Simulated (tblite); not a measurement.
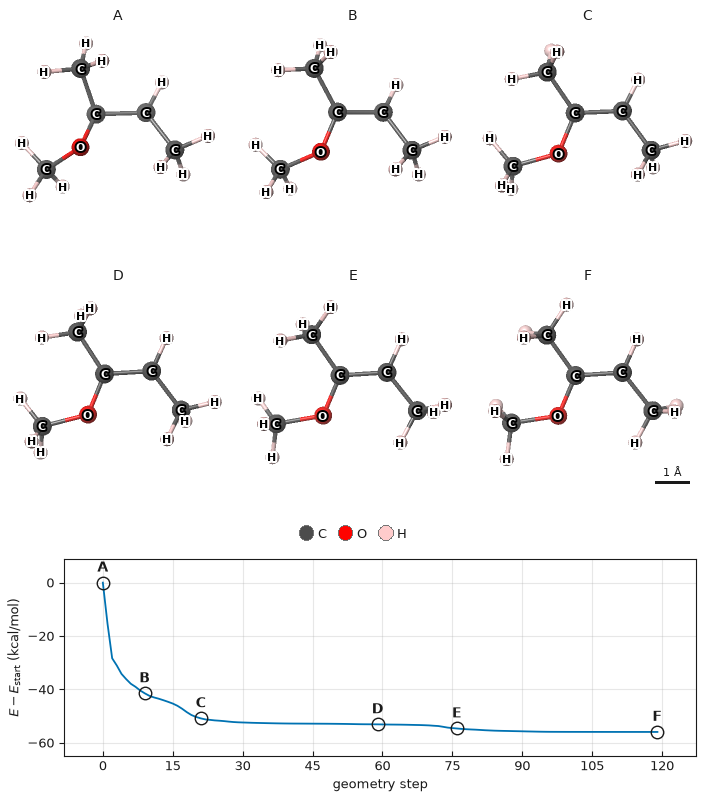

Frames of a relaxation of C5H10O (charge +1, multiplicity 2), marked on the history of the run. A ball-and-stick model, seen face on.

These are results of GFN2-xTB geometry optimisation, gas phase (tblite 0.8.0), not measurements. 

Describe the path.

The largest move after the best rigid fit is that of an H atom, 1.35 Å. Largest moves by element: H 1.35 Å, O 0.76 Å, C 0.49 Å. Some distances before and after: C–O 1.400 → 1.309 Å, C–C 1.489 → 1.398 Å, C–H 1.138 → 1.085 Å, C–C 1.512 → 1.477 Å. Bond angles that change, for instance: C–O–C 105.0° → 121.8°, C–C–C 107.2° → 121.6°, C–C–O 109.1° → 121.6°. Groups turn about C–O by about 115°, C–C by about 35°. After 119 geometry steps the energy has fallen by 55.9 kcal/mol. Cost: 0.44 s on 1 thread of Arm Neoverse V2, on a shared host. From step 0 to 9: a C atom moves most (0.41 Å), energy −41.5 kcal/mol. From step 9 to 21: an H atom moves most (0.57 Å), energy −9.37 kcal/mol. From step 21 to 59: an H atom moves most (0.49 Å), energy −2.25 kcal/mol. From step 59 to 76: an H atom moves most (0.51 Å), energy −1.55 kcal/mol. From step 76 to 119: an H atom moves most (0.46 Å), energy −1.29 kcal/mol.

```csv
step,"E − E(0), kcal/mol"
0,0.00
1,-15.38
2,-28.35
3,-31.07
4,-34.19
5,-36.14
6,-37.89
7,-39.02
8,-40.39
9,-41.47
10,-42.42
16,-46.14
21,-50.85
27,-52.06
33,-52.55
39,-52.77
44,-52.83
50,-52.90
56,-53.06
62,-53.18
67,-53.32
73,-54.01
79,-55.01
85,-55.51
90,-55.70
96,-55.89
102,-55.92
108,-55.93
113,-55.94
119,-55.94
```
